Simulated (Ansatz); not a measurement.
**SiNH3F2: geometry relaxation**

SiNH3F2, computed with RKS PBE0-D4/def2-TZVP (Ansatz 0.2.0).

The geometry is a transition state displaced along its imaginary mode. The reaction was set up to form Si1–H4 and Si1–N5 and to break H4–N5 (atoms counted from 1 in the order of the input); sticks are drawn by distance alone. Figures and captions count atoms from 1; the log counts them from 0 in places.

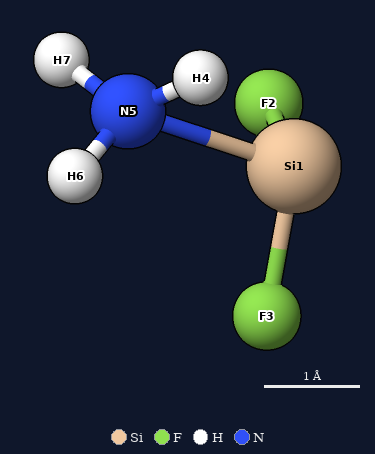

Figure 1. The input geometry (ball-and-stick view, seen at a tilt; atoms are numbered from 1 in the order of the input). Bond lengths as drawn: F–Si 1.61 to 1.62 Å, H–N 0.96 to 1.08 Å and N–Si 1.97 Å.

### Key numbers

- outcome: converged
- total energy: −14846.7227 eV
- mean-field energy: −14846.6285 eV
- dispersion energy: −0.0942 eV
- SCF solution under orbital rotations: stable
- largest force (length of the vector) at the end: 0.001 eV/Å
- dipole moment: 5.30 D
- hardware: 2 threads of Arm Neoverse V1, 23 GiB of memory available, shared host
- wall time: 43 s (CPU time 81 s)
- peak memory: 0.27 GiB

### Input file
```yaml
crystal:
  periodic: [false, false, false]
  atoms:
    - {symbol: Si, position_ang: [-0.366839, -1.068297, -0.375973]}
    - {symbol: F, position_ang: [1.090575, -1.198984, -1.064161]}
    - {symbol: F, position_ang: [-1.306355, -0.422175, -1.518936]}
    - {symbol: H, position_ang: [-0.119864, -0.198261, 1.166995]}
    - {symbol: N, position_ang: [0.132324, 0.552109, 0.622172]}
    - {symbol: H, position_ang: [-0.540902, 1.342573, 0.642977]}
    - {symbol: H, position_ang: [1.111160, 0.993034, 0.526926]}
basis:
  gaussian: {orbitals: def2-TZVP}
hamiltonian: {xc: pbe0, dispersion: d4}
relax: {f_tol: 0.005, max_steps: 200}
```

Launch command:
```bash
ansatz run in.yaml --threads 2 --pin off --events-out ev --progress --plain --max-ram 4352MiB
```

### What the program printed
```
Functional definition: PBE0
  name "PBE0"
  cite "Adamo & Barone, J. Chem. Phys. 110, 6158 (1999) doi:10.1063/1.478522"
  cite "Perdew, Burke & Ernzerhof, Phys. Rev. Lett. 77, 3865 (1996) doi:10.1103/PhysRevLett.77.3865"
  parent pbe
  parameter a = 0.25
  parameter kappa = 0.804
  parameter beta = 0.06672455060314922
  exchange = (1 - a)*pbe_x(kappa = kappa, mu = beta*pi^2/3) + a*exact_x
  correlation = pbe_c(beta = beta)
867 factors; their error is unknown
mean field evaluation 1: about -14838.5127 eV, gradient 6.6e1 eV
mean field evaluation 2: about -14832.1577 eV, gradient 9.0e1 eV
mean field evaluation 4: about -14845.2848 eV, gradient 3.3e0 eV
mean field evaluation 8: about -14845.3560 eV, gradient 3.5e-2 eV
mean field -14845.35597661 eV, -545.5567695967 hartree, gradient 3.7e-5 eV, S^2 0.000000; 0 other end points of the search recorded, 0 dependent functions left out
the calculation of the forces begins
reference -14845.35600061 eV, -545.5567704789 hartree; 21, 21 occupied and 127, 127 virtual orbitals, 867 factors
relax step   1: F+E_penalty+E_count = -14845.44824950 eV  Δ(F+E_penalty+E_count) = +0.000e0 eV  max|allowed force component| = 5.294e0 eV/Å  Δτ_max = 0.0000 Å  (25 SCF iters, accepted)
these checks for a lower state are left out or cut short: starts, cluster_reference, orbital_swaps, neighbouring_geometries, increment
867 factors; their error is unknown
mean field evaluation 16: about -14845.7430 eV, gradient 1.0e1 eV
mean field -14846.06061562 eV, -545.5826646026 hartree, gradient 1.8e-5 eV, S^2 0.000000; 0 other end points of the search recorded, 0 dependent functions left out
[... from here on the field's lines of each further geometry are left out, up to the last ...]
relax step   2: F+E_penalty+E_count = -14846.15404551 eV  Δ(F+E_penalty+E_count) = -7.058e-1 eV  max|allowed force component| = 1.223e0 eV/Å  Δτ_max = 0.1873 Å  (30 SCF iters, accepted)
relax step   3: F+E_penalty+E_count = -14846.44097267 eV  Δ(F+E_penalty+E_count) = -2.869e-1 eV  max|allowed force component| = 8.794e-1 eV/Å  Δτ_max = 0.2000 Å  (35 SCF iters, accepted)
relax step   4: F+E_penalty+E_count = -14846.62265356 eV  Δ(F+E_penalty+E_count) = -1.817e-1 eV  max|allowed force component| = 1.506e0 eV/Å  Δτ_max = 0.1947 Å  (36 SCF iters, accepted)
relax step   5: F+E_penalty+E_count = -14846.68554846 eV  Δ(F+E_penalty+E_count) = -6.289e-2 eV  max|allowed force component| = 9.938e-1 eV/Å  Δτ_max = 0.1319 Å  (29 SCF iters, accepted)
relax step   6: F+E_penalty+E_count = -14846.70900023 eV  Δ(F+E_penalty+E_count) = -2.345e-2 eV  max|allowed force component| = 3.938e-1 eV/Å  Δτ_max = 0.0767 Å  (28 SCF iters, accepted)
relax step   7: F+E_penalty+E_count = -14846.71857158 eV  Δ(F+E_penalty+E_count) = -9.571e-3 eV  max|allowed force component| = 3.918e-2 eV/Å  Δτ_max = 0.0818 Å  (30 SCF iters, accepted)
relax step   8: F+E_penalty+E_count = -14846.71928832 eV  Δ(F+E_penalty+E_count) = -7.167e-4 eV  max|allowed force component| = 1.212e-1 eV/Å  Δτ_max = 0.0575 Å  (30 SCF iters, accepted)
relax step   9: F+E_penalty+E_count = -14846.72136256 eV  Δ(F+E_penalty+E_count) = -2.074e-3 eV  max|allowed force component| = 4.796e-2 eV/Å  Δτ_max = 0.0539 Å  (29 SCF iters, accepted)
relax step  10: F+E_penalty+E_count = -14846.72172170 eV  Δ(F+E_penalty+E_count) = -3.591e-4 eV  max|allowed force component| = 1.124e-1 eV/Å  Δτ_max = 0.0496 Å  (30 SCF iters, accepted)
relax step  11: F+E_penalty+E_count = -14846.72221331 eV  Δ(F+E_penalty+E_count) = -4.916e-4 eV  max|allowed force component| = 3.460e-2 eV/Å  Δτ_max = 0.0056 Å  (31 SCF iters, accepted)
relax step  12: F+E_penalty+E_count = -14846.72246388 eV  Δ(F+E_penalty+E_count) = -2.506e-4 eV  max|allowed force component| = 2.611e-3 eV/Å  Δτ_max = 0.0183 Å  (30 SCF iters, accepted)
relax step  13: F+E_penalty+E_count = -14846.72260718 eV  Δ(F+E_penalty+E_count) = -1.433e-4 eV  max|allowed force component| = 7.773e-3 eV/Å  Δτ_max = 0.0274 Å  (30 SCF iters, accepted)
relax step  14: F+E_penalty+E_count = -14846.72261739 eV  Δ(F+E_penalty+E_count) = -1.021e-5 eV  max|allowed force component| = 1.260e-2 eV/Å  Δτ_max = 0.0241 Å  (30 SCF iters, accepted)
relax step  15: F+E_penalty+E_count = -14846.72263718 eV  Δ(F+E_penalty+E_count) = -1.978e-5 eV  max|allowed force component| = 8.191e-3 eV/Å  Δτ_max = 0.0027 Å  (31 SCF iters, accepted)
the calculation of the forces begins
reference -14846.62849919 eV, -545.6035339391 hartree; 21, 21 occupied and 127, 127 virtual orbitals, 867 factors
relax step  16: F+E_penalty+E_count = -14846.72264435 eV  Δ(F+E_penalty+E_count) = -7.172e-6 eV  max|allowed force component| = 9.673e-4 eV/Å  Δτ_max = 0.0012 Å  (33 SCF iters, accepted)
867 factors; their error is unknown
mean field evaluation 128: about -14846.6285 eV, gradient 9.9e-6 eV
```

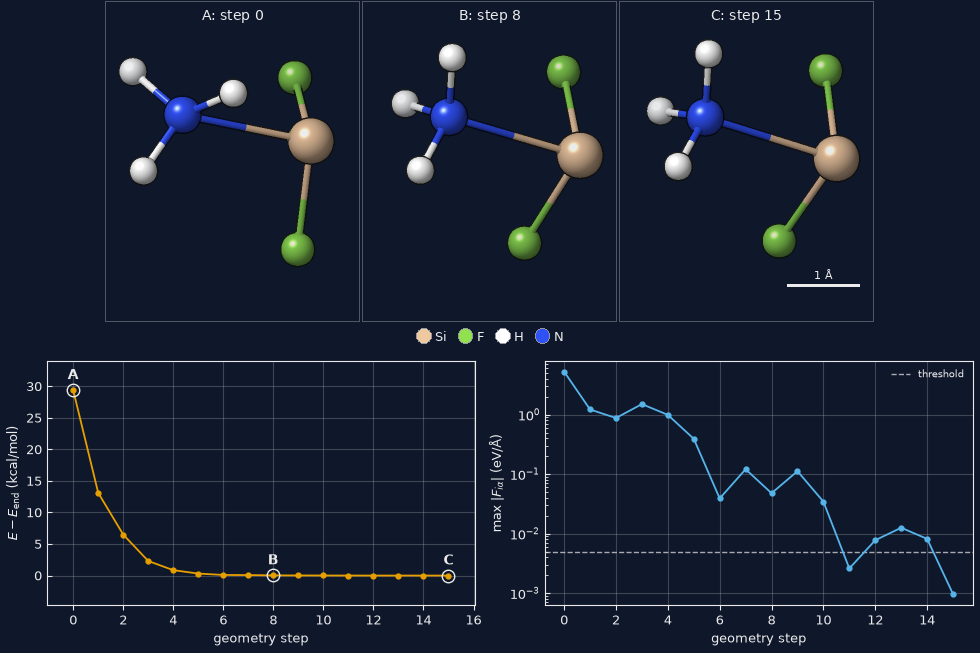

Figure 2. Frames of the relaxation (ball-and-stick view, seen at an oblique angle) above the curves, on which the letters mark them (the first geometry is step 0 here and step 1 in the log).

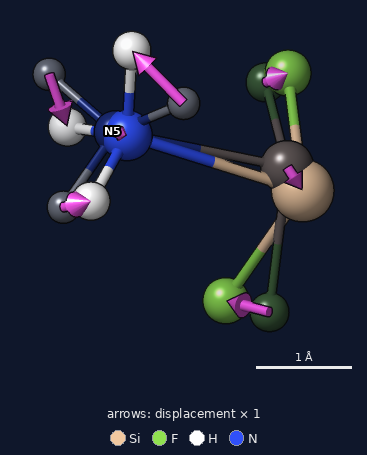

Figure 3. Start (faint) and end (solid) with the displacements as pink arrows, at true length (ball-and-stick view, seen at an oblique angle). The two geometries are laid on each other by the best rigid fit. The atom that moves furthest after the best rigid fit is H4 (0.78 Å). By element the largest moves are H 0.78 Å, F 0.60 Å, Si 0.30 Å, N 0.14 Å. Among the contacts that change: Si1–N5 1.968 → 2.088 Å, N5–H7 1.078 → 1.017 Å, H4–N5 0.961 → 1.015 Å, Si1–F3 1.614 → 1.640 Å. Among the angles that change: Si1–N5–H4 65.0° → 112.1°, H4–N5–H7 127.4° → 108.7°, Si1–N5–H7 121.5° → 106.2°. Over 15 geometry steps the energy falls by 29.4 kcal/mol. Largest force component: 5.3 eV/Å at the start, 0.00097 eV/Å at the end. (Atoms are counted from 1 in the order of the input.)

```
mean field -14846.62847600 eV, -545.6035330866 hartree, gradient 9.9e-6 eV, S^2 0.000000; 1 other end points of the search recorded, 0 dependent functions left out
the calculation of the forces begins
reference -14846.62849919 eV, -545.6035339391 hartree; 21, 21 occupied and 127, 127 virtual orbitals, 867 factors
Total energy: -14846.72266755 eV, -545.6069945623 hartree
Atom 0 at    -0.571676    -1.149137    -0.565275 Å, force    -0.000530    -0.000286     0.000467 eV/Å
Atom 1 at     1.022746    -1.418280    -0.838260 Å, force     0.000314     0.000156    -0.000230 eV/Å
Atom 2 at    -0.851133    -0.041579    -1.741888 Å, force     0.000025     0.000073    -0.000251 eV/Å
Atom 3 at     0.476671     0.131275     1.495133 Å, force    -0.000058    -0.000023     0.000290 eV/Å
Atom 4 at     0.015047     0.445730     0.647940 Å, force     0.000660     0.000371    -0.000967 eV/Å
Atom 5 at    -0.766911     1.040171     0.902665 Å, force    -0.000177     0.000018     0.000105 eV/Å
Atom 6 at     0.675355     0.991818     0.099685 Å, force    -0.000233    -0.000309     0.000586 eV/Å
Dipole moment:     0.144266     0.730367     0.813678 e Å
```

### Trajectory as extended XYZ (Å, eV, eV/Å), 16 frames, from step=1 to step=16
```
7
Properties=species:S:1:pos:R:3:forces:R:3 step=1 energy=-14845.44825
Si   -0.3668   -1.0683   -0.3760   -0.7254  -1.7680  -1.3067
F     1.0906   -1.1990   -1.0642    0.2232   0.1777  -0.2801
F    -1.3064   -0.4222   -1.5189    0.1366   0.3357  -0.2777
H    -0.1199   -0.1983    1.1670    0.1262  -1.3431   4.1455
N     0.1323    0.5521    0.6222    1.7314   5.2937  -3.0540
H    -0.5409    1.3426    0.6430    0.2976  -1.0492   0.1174
H     1.1112    0.9930    0.5269   -1.7897  -1.6469   0.6556
7
Properties=species:S:1:pos:R:3:forces:R:3 step=2 energy=-14846.15405
Si   -0.3866   -1.1152   -0.4054   -0.4786  -0.8289  -0.7195
F     1.0876   -1.1933   -1.0772    0.2250   0.0610  -0.2202
F    -1.2608   -0.3499   -1.5392    0.0790   0.1537  -0.1621
H    -0.0582   -0.1500    1.3371    0.7599   1.2234   0.8792
N     0.1226    0.5455    0.6008   -0.1835   0.5473  -0.3485
H    -0.5618    1.3030    0.6053   -0.0387  -0.4067   0.1323
H     1.0574    0.9598    0.4784   -0.3631  -0.7498   0.4388
7
Properties=species:S:1:pos:R:3:forces:R:3 step=3 energy=-14846.44097
Si   -0.4324   -1.1098   -0.4294   -0.3066  -0.7260  -0.8794
F     1.0634   -1.2954   -1.0801   -0.1629   0.2443   0.1388
F    -1.1848   -0.2816   -1.6249    0.1973   0.0592   0.1327
H     0.0934   -0.0602    1.4318    0.3079   0.8078   0.4196
N     0.1010    0.5332    0.6021   -0.0919  -0.1321   0.0937
H    -0.6386    1.2289    0.6576    0.0232  -0.1078   0.0680
H     0.9983    0.9850    0.4429    0.0331  -0.1455   0.0266
7
Properties=species:S:1:pos:R:3:forces:R:3 step=4 energy=-14846.62265
Si   -0.4920   -1.1721   -0.4778    0.2988   0.1625  -0.7401
F     1.0593   -1.2456   -1.0430   -0.2836  -0.1258   0.1061
F    -1.1359   -0.2048   -1.6487    0.1010  -0.1725   0.2936
H     0.1820    0.0599    1.5569   -0.0375   0.6660  -0.9108
N     0.0837    0.4706    0.6015   -0.0136  -0.4593   1.5063
H    -0.6596    1.1617    0.6422    0.0090   0.0506  -0.0250
H     0.9626    0.9303    0.3688   -0.0741  -0.1215  -0.2301
7
Properties=species:S:1:pos:R:3:forces:R:3 step=5 energy=-14846.68555
Si   -0.4795   -1.1815   -0.5176   -0.0378  -0.1760  -0.3096
F     1.0703   -1.2850   -1.0664   -0.2002   0.1396   0.1385
F    -1.0909   -0.1442   -1.6419    0.1595  -0.0567   0.2150
H     0.2215    0.1580    1.6357   -0.0883   0.2441  -0.9938
N     0.0542    0.4394    0.6479    0.4633   0.0246   0.9438
H    -0.6850    1.1375    0.6569   -0.0022  -0.0106  -0.0894
H     0.9096    0.8758    0.2854   -0.2942  -0.1650   0.0955
7
Properties=species:S:1:pos:R:3:forces:R:3 step=6 energy=-14846.70900
Si   -0.4879   -1.2096   -0.5333    0.0429   0.1838  -0.0885
F     1.0797   -1.2527   -1.0234   -0.0604  -0.0383  -0.0230
F    -1.0672   -0.0909   -1.5922    0.0228  -0.1345  -0.0179
H     0.2359    0.1780    1.6254    0.0133   0.0856  -0.3591
N     0.0452    0.4194    0.6495    0.2137   0.1485   0.3938
H    -0.6917    1.1202    0.6372    0.0128  -0.0641  -0.0372
H     0.8861    0.8355    0.2368   -0.2451  -0.1811   0.1319
7
Properties=species:S:1:pos:R:3:forces:R:3 step=7 energy=-14846.71857
Si   -0.5098   -1.1882   -0.5441   -0.0261  -0.0270  -0.0033
F     1.0683   -1.3011   -0.9805   -0.0273   0.0263   0.0016
F    -1.0111   -0.0793   -1.6453    0.0392  -0.0173   0.0121
H     0.3102    0.1728    1.6033    0.0071  -0.0167  -0.0003
N     0.0359    0.4298    0.6614    0.0356   0.0030  -0.0335
H    -0.7224    1.1021    0.7108   -0.0083   0.0175   0.0048
H     0.8289    0.8639    0.1943   -0.0202   0.0142   0.0185
7
Properties=species:S:1:pos:R:3:forces:R:3 step=8 energy=-14846.71929
Si   -0.5316   -1.1848   -0.5437    0.0961   0.1212  -0.0533
F     1.0531   -1.3256   -0.9461   -0.0068  -0.0654   0.0240
F    -0.9660   -0.0745   -1.6702   -0.0592  -0.0252  -0.0138
H     0.3511    0.1505    1.5735    0.0071   0.0287   0.0020
N     0.0334    0.4373    0.6537   -0.0644  -0.0504   0.0570
H    -0.7362    1.0908    0.7594    0.0122  -0.0046   0.0150
H     0.7963    0.9064    0.1733    0.0150  -0.0043  -0.0309
7
Properties=species:S:1:pos:R:3:forces:R:3 step=9 energy=-14846.72136
Si   -0.5416   -1.1671   -0.5500   -0.0147  -0.0206  -0.0123
F     1.0485   -1.3579   -0.9054   -0.0024  -0.0003  -0.0112
F    -0.9352   -0.0586   -1.6933    0.0140  -0.0071  -0.0069
H     0.3930    0.1442    1.5490    0.0077  -0.0160   0.0118
N     0.0258    0.4351    0.6492    0.0169   0.0480   0.0359
H    -0.7476    1.0733    0.8051   -0.0228   0.0030   0.0017
H     0.7573    0.9310    0.1454    0.0013  -0.0070  -0.0189
7
Properties=species:S:1:pos:R:3:forces:R:3 step=10 energy=-14846.72172
Si   -0.5551   -1.1583   -0.5557    0.0165  -0.0020  -0.0418
F     1.0391   -1.3857   -0.8757   -0.0447   0.0140   0.0048
F    -0.8989   -0.0500   -1.7168    0.0215  -0.0277   0.0297
H     0.4320    0.1362    1.5288   -0.0529   0.0410  -0.1124
N     0.0204    0.4397    0.6488    0.0404   0.0864   0.0882
H    -0.7603    1.0607    0.8492    0.0894  -0.0678  -0.0189
H     0.7229    0.9574    0.1214   -0.0701  -0.0439   0.0505
7
Properties=species:S:1:pos:R:3:forces:R:3 step=11 energy=-14846.72221
Si   -0.5541   -1.1603   -0.5558    0.0089  -0.0022  -0.0238
F     1.0389   -1.3828   -0.8805   -0.0198   0.0036   0.0053
F    -0.9011   -0.0519   -1.7145    0.0080  -0.0118   0.0138
H     0.4277    0.1388    1.5309   -0.0154   0.0107  -0.0337
N     0.0214    0.4402    0.6503    0.0082   0.0346   0.0303
H    -0.7582    1.0616    0.8448    0.0311  -0.0240  -0.0039
H     0.7255    0.9544    0.1249   -0.0209  -0.0109   0.0120
7
Properties=species:S:1:pos:R:3:forces:R:3 step=12 energy=-14846.72246
Si   -0.5590   -1.1583   -0.5594   -0.0012  -0.0017   0.0005
F     1.0341   -1.3928   -0.8700    0.0004  -0.0006   0.0018
F    -0.8875   -0.0502   -1.7225    0.0008   0.0020  -0.0015
H     0.4406    0.1371    1.5216    0.0017  -0.0008  -0.0024
N     0.0199    0.4425    0.6502    0.0000   0.0026   0.0022
H    -0.7602    1.0564    0.8613    0.0002  -0.0014   0.0001
H     0.7121    0.9654    0.1188   -0.0019  -0.0001  -0.0007
7
Properties=species:S:1:pos:R:3:forces:R:3 step=13 energy=-14846.72261
Si   -0.5663   -1.1538   -0.5633    0.0040   0.0062   0.0039
F     1.0280   -1.4072   -0.8521   -0.0020  -0.0009  -0.0014
F    -0.8676   -0.0453   -1.7335    0.0015  -0.0013  -0.0010
H     0.4609    0.1338    1.5074   -0.0007   0.0019  -0.0074
N     0.0174    0.4444    0.6490   -0.0052   0.0031   0.0049
H    -0.7643    1.0475    0.8845    0.0078  -0.0050  -0.0029
H     0.6920    0.9805    0.1080   -0.0054  -0.0040   0.0039
7
Properties=species:S:1:pos:R:3:forces:R:3 step=14 energy=-14846.72262
Si   -0.5718   -1.1483   -0.5655   -0.0063  -0.0090  -0.0028
F     1.0222   -1.4208   -0.8384   -0.0032   0.0081   0.0045
F    -0.8495   -0.0420   -1.7438    0.0035   0.0013   0.0063
H     0.4783    0.1314    1.4949   -0.0058   0.0054  -0.0126
N     0.0148    0.4464    0.6485    0.0051   0.0025   0.0009
H    -0.7676    1.0400    0.9053    0.0103  -0.0077  -0.0044
H     0.6736    0.9934    0.0991   -0.0036  -0.0006   0.0080
7
Properties=species:S:1:pos:R:3:forces:R:3 step=15 energy=-14846.72264
Si   -0.5722   -1.1493   -0.5654    0.0060   0.0082  -0.0007
F     1.0225   -1.4184   -0.8371   -0.0009  -0.0034  -0.0013
F    -0.8502   -0.0410   -1.7418   -0.0020  -0.0032  -0.0010
H     0.4775    0.1310    1.4945   -0.0034   0.0040  -0.0061
N     0.0151    0.4457    0.6476   -0.0022   0.0000   0.0071
H    -0.7673    1.0395    0.9032    0.0060  -0.0023  -0.0006
H     0.6747    0.9925    0.0990   -0.0035  -0.0034   0.0027
7
Properties=species:S:1:pos:R:3:forces:R:3 step=16 energy=-14846.72264
Si   -0.5717   -1.1491   -0.5653   -0.0005  -0.0003   0.0005
F     1.0227   -1.4183   -0.8383    0.0003   0.0002  -0.0002
F    -0.8511   -0.0416   -1.7419    0.0000   0.0001  -0.0003
H     0.4767    0.1313    1.4951   -0.0001   0.0000   0.0003
N     0.0150    0.4457    0.6479    0.0007   0.0004  -0.0010
H    -0.7669    1.0402    0.9027   -0.0002   0.0000   0.0001
H     0.6754    0.9918    0.0997   -0.0002  -0.0003   0.0006
```

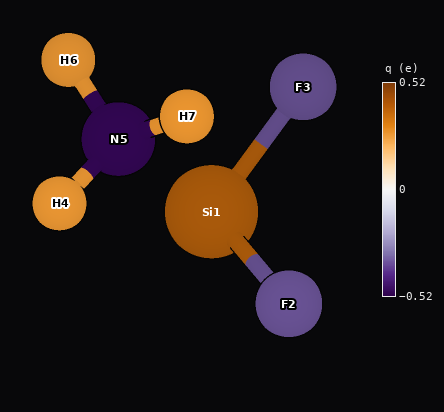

Figure 4. Mulliken charges, as the colour of each atom (ball-and-stick view, seen at a tilt; atoms are numbered from 1 in the order of the input). By element: Si +0.38, F −0.35, H +0.27 and N −0.50 e.
